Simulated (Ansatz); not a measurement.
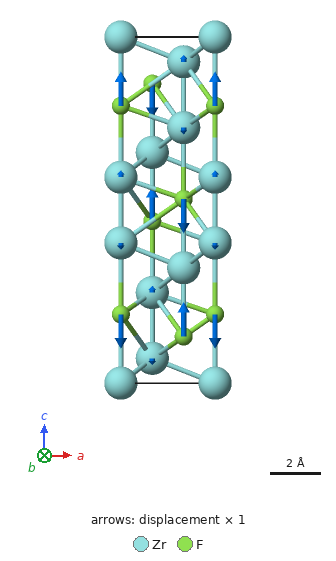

This is a relaxation of crystalline Zr$_{3}$F$_{2}$ (a generated structure, set up in R-3m) (coarse preliminary run). The starting structure is drawn; blue arrows show the displacements (the part carried along by the change of the cell is left out), at their true length.

The picture is a ball-and-stick view of the conventional cell (3 times the calculation's cell), seen along the b axis. Lengths and directions refer to the drawn axes.

The calculation used DFT PBE, scalar-relativistic, plane waves, PAW in Ansatz 0.2.0. Set-up: plane-wave cutoff 420 eV; k-point mesh 6 × 6 × 6; occupations gaussian; smearing width 0.1 eV; no spin polarisation; cell and atoms relaxed; force threshold 0.04 eV/Å; at most 70 steps.

> Atoms of which element are displaced furthest, and by how much?

Fluorine: up to 1.40 Å, against 0.28 Å for zirconium.

> Describe the change and its energy.

After 14 accepted moves (17 points after the start) the energy has fallen by 563 meV per atom. Largest force component: 1.1 eV/Å at the start, 0.04 eV/Å at the end. Pressure: 9.01 GPa at the start and 0.19 GPa at the end. At 3 points the geometry stayed and the basis and grid were re-selected for the new cell (energy shift of 30.4 meV per atom at most each time). The largest moves relative to the cell, 1.40 Å, are those of F atoms. By element the largest moves are F 1.40 Å, Zr 0.28 Å. The volume changes by +36.2 %, with a = b 4.429 → 4.624 Å (+4.4 %), c 14.094 → 17.611 Å (+25.0 %). Some distances before and after: F–Zr 2.908 → 4.758 Å, Zr–Zr 2.678 → 3.901 Å, F–Zr 2.707 → 3.861 Å, F–Zr 2.800 → 2.096 Å. Bonds break, among them: F–Zr (2.71 → 3.86 Å). The space group stays R-3m (No. 166).
